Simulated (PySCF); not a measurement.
# Au2O(H2O)2: how settings move a single point

Which settings matter for Au2O(H2O)2? Each run alters one on purpose. The species was built from a template and needn't be a known compound.

Program: PySCF 2.14.0. Level of theory: B3LYP, Au def2-SVP with ECP60, O def2-SVP, H def2-SVP; scalar-relativistic core potentials, no spin–orbit coupling. These are calculated values, not measurements.

2 further runs of the same task are left out: 2 for a known fault of the program. Runs told in other sessions of the task aren't counted.

### 1 The starting structure

9 atoms, charge 0, spin multiplicity 1.

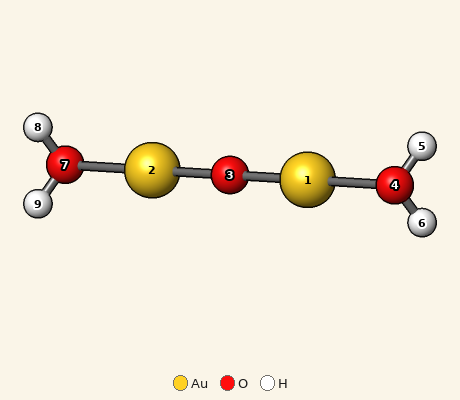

The geometry (gold amber, oxygen red, hydrogen white); atoms are numbered from 1 in the order of the file.

As a file:

| atom | x (Å) | y (Å) | z (Å) |
| --- | --- | --- | --- |
| Au1 | 0.0000 | 0.0667 | 1.9184 |
| Au2 | 0.0000 | -0.0667 | -1.9184 |
| O3 | 0.0000 | 0.0000 | 0.0000 |
| O4 | 0.0000 | 0.1573 | 4.0793 |
| H5 | 0.7737 | -0.3060 | 4.4348 |
| H6 | -0.7737 | -0.3060 | 4.4348 |
| O7 | 0.0000 | -0.1573 | -4.0793 |
| H8 | 0.7737 | 0.3060 | -4.4348 |
| H9 | -0.7737 | 0.3060 | -4.4348 |

Formal oxidation states: Au +1. An earlier session relaxed this geometry at B3LYP, Au def2-SVP with ECP60, O def2-SVP, H def2-SVP (singlet, point group C2h).

The sound run used a (50, 194) grid (finer on f atoms), a threshold of 1e-8 and at most 55 cycles, and ended at -499.429526 Eh.

### 2 Altered run 1

The input, run.py (the lines that set the calculation):

```python
mol = gto.M(atom='''
Au     0.00000     0.07474     2.14860
Au     0.00000    -0.07474    -2.14860
O      0.00000     0.00000     0.00000
O      0.00000     0.17619     4.56887
H      0.86656    -0.34271     4.96699
H     -0.86656    -0.34271     4.96699
O      0.00000    -0.17619    -4.56887
H      0.86656     0.34271    -4.96699
H     -0.86656     0.34271    -4.96699''',
    basis={'Au': 'def2-SVP', 'O': 'def2-SVP', 'H': 'def2-SVP'},
    ecp={'Au': 'def2-SVP'},
    charge=0, spin=0)
mf = dft.RKS(mol, xc='B3LYP')
mf.grids.atom_grid = (50, 194)
mf = mf.density_fit()  # fitting sets: Au def2-universal-JKFIT, O def2-universal-JKFIT, H def2-universal-JKFIT
mf.conv_tol = 1e-08; mf.max_cycle = 55
mf.kernel(dm0)  # dm0: free metal ions and neutral atoms
```

The run is started by

```
$ OMP_NUM_THREADS=2 python run.py
```

Output:

```text
init E= -507.400583200109
  HOMO = -0.132392596101226  LUMO = -0.0804087786499252  gap/eV = 1.41455
cycle= 1 E= -496.569840845516  delta_E= 10.8  |g|= 3.09  |ddm|= 4.28
cycle= 2 E= -467.693502956724  delta_E= 28.9  |g|= 9.84  |ddm|= 9.67
  HOMO = -0.287190740093109  LUMO = -0.20352453980163  gap/eV = 2.27667
cycle= 3 E= -497.276433079251  delta_E= -29.6  |g|= 3.18  |ddm|= 8.68
  HOMO = -0.0707451207659169  LUMO = -0.0301903369400864  gap/eV = 1.10355
cycle= 4 E= -492.52506936079  delta_E= 4.75  |g|= 3.72  |ddm|= 5.97
  HOMO = -0.173723355507027  LUMO = -0.102163632110379  gap/eV = 1.94724
cycle= 5 E= -498.960039844058  delta_E= -6.43  |g|= 1.32  |ddm|= 5.54
  HOMO = -0.196387819789749  LUMO = -0.128427767656316  gap/eV = 1.84929
cycle= 6 E= -499.282990820027  delta_E= -0.323  |g|= 0.544  |ddm|= 1.09
  HOMO = -0.162618573228792  LUMO = -0.096113438152539  gap/eV = 1.80970
cycle= 7 E= -499.348078377824  delta_E= -0.0651  |g|= 0.0864  |ddm|= 0.503
  HOMO = -0.158993554164193  LUMO = -0.095237803768228  gap/eV = 1.73488
cycle= 8 E= -499.349425979388  delta_E= -0.00135  |g|= 0.0364  |ddm|= 0.0811
  HOMO = -0.162139809260988  LUMO = -0.0968215868736308  gap/eV = 1.77740
cycle= 9 E= -499.349666883031  delta_E= -0.000241  |g|= 0.00978  |ddm|= 0.0359
  HOMO = -0.161907031153549  LUMO = -0.0969334766799932  gap/eV = 1.76802
cycle= 10 E= -499.34968611266  delta_E= -1.92e-05  |g|= 0.00303  |ddm|= 0.00573
  HOMO = -0.161572806607612  LUMO = -0.0968889964532131  gap/eV = 1.76014
cycle= 11 E= -499.349688348664  delta_E= -2.24e-06  |g|= 0.000331  |ddm|= 0.00278
  HOMO = -0.161539034020602  LUMO = -0.0968844159750475  gap/eV = 1.75934
cycle= 12 E= -499.349688368506  delta_E= -1.98e-08  |g|= 0.000124  |ddm|= 0.000382
  HOMO = -0.161541710638844  LUMO = -0.096884687062051  gap/eV = 1.75941
cycle= 13 E= -499.349688370895  delta_E= -2.39e-09  |g|= 3.71e-05  |ddm|= 8.37e-05
  HOMO = -0.161559381260425  LUMO = -0.0968865825743705  gap/eV = 1.75984
Extra cycle  E= -499.349688367637  delta_E= 3.26e-09  |g|= 0.000128  |ddm|= 0.000134
converged SCF energy = -499.349688367637
```

Run time: 5.8 s. Hardware: 2 threads of Arm Neoverse V2, shared host.

Changed: the scale of all coordinates (1.12). It converges in 13 cycles, +2.172 eV from the sound run, with a largest force component of 3.43 eV/Å. The setting is unsound, so these numbers aren't the compound's.

### 3 Altered run 2

The input, run.py (the lines that set the calculation):

```python
mol = gto.M(atom='''
Au     0.00000     0.06673     1.91840
Au     0.00000    -0.06673    -1.91840
O      0.00000     0.00000     0.00000
O      0.00000     0.15731     4.07935
H      0.77372    -0.30599     4.43481
H     -0.77372    -0.30599     4.43481
O      0.00000    -0.15731    -4.07935
H      0.77372     0.30599    -4.43481
H     -0.77372     0.30599    -4.43481''',
    basis={'Au': 'def2-SVP', 'O': 'def2-SVP', 'H': 'def2-SVP'},
    ecp={'Au': 'def2-SVP'},
    charge=0, spin=0)
mf = dft.RKS(mol, xc='B3LYP')
mf.grids.atom_grid = (50, 194)
mf = mf.density_fit()  # fitting sets: Au def2-universal-JKFIT, O def2-universal-JKFIT, H def2-universal-JKFIT
mf.conv_tol = 1e-08; mf.max_cycle = 59
mf.kernel(dm0)  # dm0: core Hamiltonian
```

The run is started by

```
$ OMP_NUM_THREADS=2 python run.py
```

Output:

```text
init E= -428.191422370998
  HOMO = -0.052936394966199  LUMO = 0.205459673847227  gap/eV = 7.03132
cycle= 1 E= -167.146287763049  delta_E=  261  |g|= 18.4  |ddm|=   71
  HOMO = -6.06970867217523  LUMO = -6.06861513246776  gap/eV = 0.02976
cycle= 2 E= -350.589303975004  delta_E= -183  |g|= 17.3  |ddm|=   70
  HOMO = -0.516147527927473  LUMO = -0.51213502597643  gap/eV = 0.10919
cycle= 3 E= -435.983525640788  delta_E= -85.4  |g|= 10.9  |ddm|= 40.9
  HOMO = -0.0817679402896505  LUMO = -0.0742028471559158  gap/eV = 0.20586
cycle= 4 E= -473.275602717242  delta_E= -37.3  |g|= 8.54  |ddm|= 25.7
  HOMO = -0.234718982002983  LUMO = -0.233178209926447  gap/eV = 0.04193
cycle= 5 E= -497.051805961466  delta_E= -23.8  |g|= 2.87  |ddm|= 10.3
  HOMO = -0.111825584540542  LUMO = -0.0690328236850449  gap/eV = 1.16445
cycle= 6 E= -491.688608588608  delta_E= 5.36  |g|= 5.54  |ddm|= 5.71
  HOMO = -0.254198265479163  LUMO = -0.117386397237706  gap/eV = 3.72284
cycle= 7 E= -498.406463179655  delta_E= -6.72  |g|= 2.19  |ddm|= 3.77
  HOMO = -0.207888787381144  LUMO = -0.0483938490338964  gap/eV = 4.34008
cycle= 8 E= -499.101811660651  delta_E= -0.695  |g|= 1.23  |ddm|= 0.955
  HOMO = -0.23130773331197  LUMO = -0.0687347404793535  gap/eV = 4.42384
cycle= 9 E= -499.325592589296  delta_E= -0.224  |g|= 0.662  |ddm|= 0.685
  HOMO = -0.149349804762347  LUMO = -0.038472909650423  gap/eV = 3.01711
cycle= 10 E= -499.412082411297  delta_E= -0.0865  |g|= 0.288  |ddm|= 0.673
  HOMO = -0.164364079650738  LUMO = -0.0528442034622572  gap/eV = 3.03461
cycle= 11 E= -499.428336620908  delta_E= -0.0163  |g|= 0.0752  |ddm|= 0.272
  HOMO = -0.16277673850283  LUMO = -0.0508277347393467  gap/eV = 3.04629
cycle= 12 E= -499.429422357087  delta_E= -0.00109  |g|= 0.023  |ddm|= 0.0744
  HOMO = -0.163502461469708  LUMO = -0.0518149330550841  gap/eV = 3.03917
cycle= 13 E= -499.429517456197  delta_E= -9.51e-05  |g|= 0.00707  |ddm|= 0.0188
  HOMO = -0.163416668575553  LUMO = -0.0518837062324522  gap/eV = 3.03497
cycle= 14 E= -499.429525810541  delta_E= -8.35e-06  |g|= 0.00115  |ddm|= 0.00565
  HOMO = -0.163464903304315  LUMO = -0.0519298513307831  gap/eV = 3.03502
cycle= 15 E= -499.429526050007  delta_E= -2.39e-07  |g|= 0.000206  |ddm|= 0.001
  HOMO = -0.163476633637517  LUMO = -0.0519300799221405  gap/eV = 3.03534
cycle= 16 E= -499.429526057508  delta_E= -7.5e-09  |g|= 4.76e-05  |ddm|= 0.000179
  HOMO = -0.163466472976845  LUMO = -0.0519277870268873  gap/eV = 3.03512
Extra cycle  E= -499.429526055948  delta_E= 1.56e-09  |g|= 0.000104  |ddm|= 0.000119
converged SCF energy = -499.429526055948
```

Run time: 6.7 s. Hardware: 2 threads of Arm Neoverse V2, shared host.

Changed: the starting guess (bare core Hamiltonian); the cycle limit is 59. It converges in 16 cycles, at the sound run's energy within 0.001 eV, with a largest force component of 0.01 eV/Å. The result survives the change.

### 4 Altered run 3

run.py (the lines that set the calculation): that of step 3 with these lines changed.

```diff
@@ -16,3 +16,3 @@
 mf = mf.density_fit()  # fitting sets: Au def2-universal-JKFIT, O def2-universal-JKFIT, H def2-universal-JKFIT
-mf.conv_tol = 1e-08; mf.max_cycle = 59
-mf.kernel(dm0)  # dm0: core Hamiltonian
+mf.conv_tol = 0.001; mf.max_cycle = 55
+mf.kernel(dm0)  # dm0: free metal ions and neutral atoms
```

The run is started by

```
$ OMP_NUM_THREADS=2 python run.py
```

Output:

```text
init E= -508.102339771608
  HOMO = -0.148108880419692  LUMO = -0.0581629209024328  gap/eV = 2.44755
cycle= 1 E= -498.068522454172  delta_E=   10  |g|= 2.41  |ddm|= 4.06
cycle= 2 E= -482.845167955187  delta_E= 15.2  |g|= 6.58  |ddm|= 9.44
  HOMO = -0.402037088000839  LUMO = -0.206844026451886  gap/eV = 5.31147
cycle= 3 E= -498.501644699529  delta_E= -15.7  |g|= 2.09  |ddm|= 9.06
  HOMO = -0.0997536684213368  LUMO = -0.0589319307245155  gap/eV = 1.11082
cycle= 4 E= -499.214138669865  delta_E= -0.712  |g|= 1.04  |ddm|= 2.31
  HOMO = -0.163930881658193  LUMO = -0.0457314121777195  gap/eV = 3.21637
cycle= 5 E= -499.373284794306  delta_E= -0.159  |g|= 0.531  |ddm|= 1.05
  HOMO = -0.158611154681051  LUMO = -0.0568152137458746  gap/eV = 2.77001
cycle= 6 E= -499.427662409231  delta_E= -0.0544  |g|= 0.0938  |ddm|= 0.516
  HOMO = -0.162679576799607  LUMO = -0.0519800592117505  gap/eV = 3.01229
cycle= 7 E= -499.429495546801  delta_E= -0.00183  |g|= 0.0121  |ddm|= 0.0909
  HOMO = -0.163111887697252  LUMO = -0.0519142712599034  gap/eV = 3.02584
cycle= 8 E= -499.429523218527  delta_E= -2.77e-05  |g|= 0.00344  |ddm|= 0.0103
  HOMO = -0.164374847575813  LUMO = -0.0520626248848934  gap/eV = 3.05617
Extra cycle  E= -499.429508907142  delta_E= 1.43e-05  |g|= 0.00908  |ddm|= 0.0102
converged SCF energy = -499.429508907142
```

Wall time 5.2 s (2 threads of Arm Neoverse V2, shared host).

Changed: the SCF threshold (0.001). It converges in 8 cycles, at the sound run's energy within 0.001 eV, with a largest force component of 0.01 eV/Å. The result survives the change.

### 5 Altered run 4

run.py (the lines that set the calculation): that of step 4 with these lines changed.

```diff
@@ -14,5 +14,5 @@
 mf = dft.RKS(mol, xc='B3LYP')
-mf.grids.atom_grid = (50, 194)
+mf.grids.atom_grid = (99, 590)
 mf = mf.density_fit()  # fitting sets: Au def2-universal-JKFIT, O def2-universal-JKFIT, H def2-universal-JKFIT
-mf.conv_tol = 0.001; mf.max_cycle = 55
+mf.conv_tol = 1e-08; mf.max_cycle = 55
 mf.kernel(dm0)  # dm0: free metal ions and neutral atoms
```

The run is started by

```
$ OMP_NUM_THREADS=2 python run.py
```

Output:

```text
init E= -508.102316085733
  HOMO = -0.148108874743265  LUMO = -0.0581603127566339  gap/eV = 2.44763
cycle= 1 E= -498.068532341286  delta_E=   10  |g|= 2.41  |ddm|= 4.06
cycle= 2 E= -482.846179692147  delta_E= 15.2  |g|= 6.58  |ddm|= 9.44
  HOMO = -0.402057464109436  LUMO = -0.206853697435474  gap/eV = 5.31177
cycle= 3 E= -498.501642198374  delta_E= -15.7  |g|= 2.09  |ddm|= 9.06
  HOMO = -0.0997626689870947  LUMO = -0.0589346887422906  gap/eV = 1.11099
cycle= 4 E= -499.214140509413  delta_E= -0.712  |g|= 1.04  |ddm|= 2.31
  HOMO = -0.163934232571844  LUMO = -0.0457308734528361  gap/eV = 3.21648
cycle= 5 E= -499.373245343404  delta_E= -0.159  |g|= 0.531  |ddm|= 1.05
  HOMO = -0.158612276510391  LUMO = -0.0568153252566788  gap/eV = 2.77004
cycle= 6 E= -499.427630981864  delta_E= -0.0544  |g|= 0.0938  |ddm|= 0.516
  HOMO = -0.162681287193279  LUMO = -0.051982738461394  gap/eV = 3.01226
cycle= 7 E= -499.429462950169  delta_E= -0.00183  |g|= 0.0121  |ddm|= 0.0909
  HOMO = -0.163113398826899  LUMO = -0.0519168289493415  gap/eV = 3.02581
cycle= 8 E= -499.429490608038  delta_E= -2.77e-05  |g|= 0.00344  |ddm|= 0.0103
  HOMO = -0.163484813761229  LUMO = -0.0519512049492867  gap/eV = 3.03498
cycle= 9 E= -499.429493329607  delta_E= -2.72e-06  |g|= 0.00082  |ddm|= 0.00362
  HOMO = -0.163499175045737  LUMO = -0.0519403288404803  gap/eV = 3.03567
cycle= 10 E= -499.429493443043  delta_E= -1.13e-07  |g|= 0.000165  |ddm|= 0.000786
  HOMO = -0.163474887770688  LUMO = -0.0519307346029407  gap/eV = 3.03527
cycle= 11 E= -499.429493448327  delta_E= -5.28e-09  |g|= 3.64e-05  |ddm|= 0.000183
  HOMO = -0.163477937123157  LUMO = -0.0519331242021757  gap/eV = 3.03529
Extra cycle  E= -499.429493448249  delta_E= 7.8e-11  |g|= 3.99e-05  |ddm|= 6.75e-05
converged SCF energy = -499.429493448249
```

Wall time 15 s (2 threads of Arm Neoverse V2, shared host).

Changed: the integration grid, to (99, 590). It converges in 11 cycles, +0.001 eV from the sound run, with a largest force component of 0.01 eV/Å. The result survives the change.

### 6 Altered run 5

run.py (the lines that set the calculation): that of step 5 with these lines changed.

```diff
@@ -14,3 +14,3 @@
 mf = dft.RKS(mol, xc='B3LYP')
-mf.grids.atom_grid = (99, 590)
+mf.grids.atom_grid = (10, 14)
 mf = mf.density_fit()  # fitting sets: Au def2-universal-JKFIT, O def2-universal-JKFIT, H def2-universal-JKFIT
```

The run is started by

```
$ OMP_NUM_THREADS=2 python run.py
```

Output:

```text
init E= -508.005251398997
  HOMO = -0.160331940796937  LUMO = -0.0684710935882151  gap/eV = 2.49966
cycle= 1 E= -498.194568142274  delta_E= 9.81  |g|= 2.25  |ddm|= 4.25
cycle= 2 E= -485.88528278877  delta_E= 12.3  |g|= 6.02  |ddm|= 8.97
  HOMO = -0.37469446291081  LUMO = -0.185994551268163  gap/eV = 5.13479
cycle= 3 E= -498.388934420945  delta_E= -12.5  |g|= 2.13  |ddm|= 8.52
  HOMO = -0.110313544058531  LUMO = -0.0656470372062472  gap/eV = 1.21544
cycle= 4 E= -499.191962741483  delta_E= -0.803  |g|= 0.922  |ddm|= 2.23
  HOMO = -0.1614908894  LUMO = -0.0481402884635749  gap/eV = 3.08443
cycle= 5 E= -499.322698037355  delta_E= -0.131  |g|= 0.415  |ddm|= 0.867
  HOMO = -0.157605488824841  LUMO = -0.0587447333328619  gap/eV = 2.69014
cycle= 6 E= -499.354855738629  delta_E= -0.0322  |g|= 0.111  |ddm|= 0.46
  HOMO = -0.164440863934484  LUMO = -0.0545250294555508  gap/eV = 2.99096
cycle= 7 E= -499.357386733435  delta_E= -0.00253  |g|= 0.0123  |ddm|= 0.104
  HOMO = -0.164689468307101  LUMO = -0.0543867124042912  gap/eV = 3.00149
cycle= 8 E= -499.357416532867  delta_E= -2.98e-05  |g|= 0.00264  |ddm|= 0.0118
  HOMO = -0.164870209456994  LUMO = -0.0543198693629279  gap/eV = 3.00823
cycle= 9 E= -499.357417933574  delta_E= -1.4e-06  |g|= 0.001  |ddm|= 0.00336
  HOMO = -0.164884990849922  LUMO = -0.0543308628883032  gap/eV = 3.00833
cycle= 10 E= -499.357418097999  delta_E= -1.64e-07  |g|= 0.000253  |ddm|= 0.000868
  HOMO = -0.164851738614663  LUMO = -0.0543264414512414  gap/eV = 3.00755
cycle= 11 E= -499.35741811215  delta_E= -1.42e-08  |g|= 3.36e-05  |ddm|= 0.000291
  HOMO = -0.164855223536644  LUMO = -0.0543276980801402  gap/eV = 3.00761
cycle= 12 E= -499.357418112342  delta_E= -1.92e-10  |g|= 1.4e-05  |ddm|= 2.96e-05
  HOMO = -0.164859936732894  LUMO = -0.0543288524136152  gap/eV = 3.00770
Extra cycle  E= -499.357418112195  delta_E= 1.47e-10  |g|= 2.98e-05  |ddm|= 3.63e-05
converged SCF energy = -499.357418112195
```

Run time: 3.9 s. Hardware: 2 threads of Arm Neoverse V2, shared host.

Changed: the integration grid, to (10, 14). It converges in 12 cycles, +1.962 eV from the sound run, with a largest force component of 37.67 eV/Å. The setting is unsound, so these numbers aren't the compound's.

### 7 Results

| run | changed | ending | energy change (eV) | cycles | time | usable |
| --- | --- | --- | --- | --- | --- | --- |
| 1 | the scale of all coordinates | converged | +2.172 | 13 | 5.8 s | no |
| 2 | the starting guess | converged | 0.000 | 16 | 6.7 s | yes |
| 3 | the SCF threshold | converged | 0.000 | 8 | 5.2 s | yes |
| 4 | the integration grid | converged | +0.001 | 11 | 15 s | yes |
| 5 | the integration grid | converged | +1.962 | 12 | 3.9 s | no |

3 of 5 altered runs give a usable result. 2 ended normally with numbers unfit to quote.
